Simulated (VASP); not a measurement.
Band structure of RbCl (rock salt). Method: AM05 GGA, VASP's PBE PAW potentials (set 64) (plane waves; VASP).

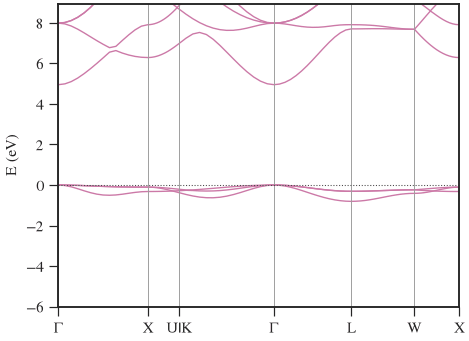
Fig. 1. Bands along high-symmetry lines, zero at the valence-band maximum or, without a gap, the Fermi level

### Question
Read the plot: is there a gap, and where are the band edges?

### Answer
The gap is direct, 4.95 eV, from the valence maximum at Γ to the conduction minimum at Γ. (Edges off the drawn lines would not show.)

Measured: gap 8.50 eV (computed value off by -3.55 eV), as given by Aguado et al., (1998), arXiv:cond-mat/9809176.

The compound is RbCl in the rock salt structure. It was relaxed first.
